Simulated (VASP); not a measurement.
Band structure of KMgF₃ (cubic perovskite). These are revPBE GGA, VASP's PBE PAW potentials (set 64) (plane waves; VASP 6.6.1) values and carry that method's errors.

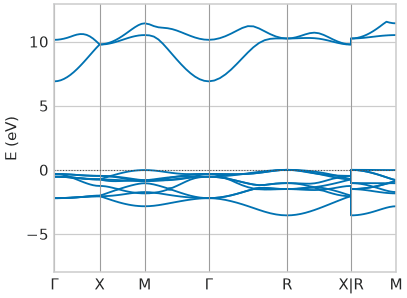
Fig. 1. Bands along high-symmetry lines, zero at the valence-band maximum or, without a gap, the Fermi level

Problem. Read the plot: is there a gap, and where are the band edges?

Solution. The gap is indirect, 6.90 eV, from the valence maximum at R to the conduction minimum at Γ. (Edges off the drawn lines would not show.)

Measured: gap 12.40 eV (computed value off by -5.50 eV), as given by M. Sahnoun et al., Materials Chemistry and Physics (2004), doi:10.1016/j.matchemphys.2004.11.019.

The compound is KMgF3 in the cubic perovskite structure. It was relaxed first, which changed the volume by +9 %.
